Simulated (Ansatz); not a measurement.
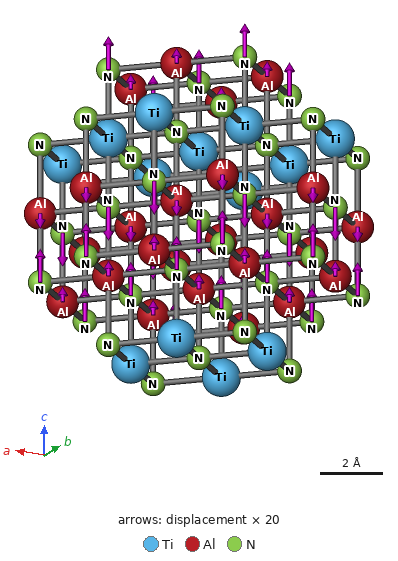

This is a relaxation of a crystal of TiAl₂N₃ (a generated structure, set up in I4/mmm) (coarse preliminary run). The starting structure is drawn; purple arrows show the displacements (the part carried along by the change of the cell is left out), 20 times their true length.

The picture is a ball-and-stick view of the atoms within 5.8 Å of the atom that moves most (axes of the conventional cell (2 times the calculation's cell)), seen from a free direction. Lengths and directions refer to the drawn axes.

All numbers below come from Ansatz 0.2.0, DFT PBE, scalar-relativistic, plane waves, PAW. Settings: plane-wave cutoff 420 eV; k-point mesh 8 × 8 × 8; occupations gaussian; smearing width 0.1 eV; collinear spin; cell and atoms relaxed; force threshold 0.04 eV/Å; at most 70 steps.

Which element moves most?

Nitrogen: up to 0.057 Å, against 0.026 Å for aluminium.

What did the optimiser do to the structure, and how much energy did it gain?

Over 6 accepted moves (8 points after the start) the energy falls by 691 meV per atom. Largest force component: 0.38 eV/Å at the start, 0.0023 eV/Å at the end. The pressure goes from −41.35 to 0.00 GPa. At 2 points the geometry stayed and the basis and grid were re-selected for the new cell (energy shift of 2.5 meV per atom at most each time). The largest moves relative to the cell, 0.057 Å, are those of N atoms. Largest moves by element: N 0.057 Å, Al 0.026 Å. Ti stays in place. The drawn cell changes as follows: a = b 3.302 → 2.915 Å (−11.7 %), c 14.008 → 12.620 Å (−9.9 %); the volume changes by −29.8 %. Near-neighbour distances that change, for instance: Ti–Ti 3.302 → 2.915 Å, Al–N 2.335 → 2.020 Å, N–Ti 2.335 → 2.061 Å, Al–N 2.335 → 2.062 Å. The space group stays I4/mmm (No. 139). The program noted that the starting moments weren't kept.
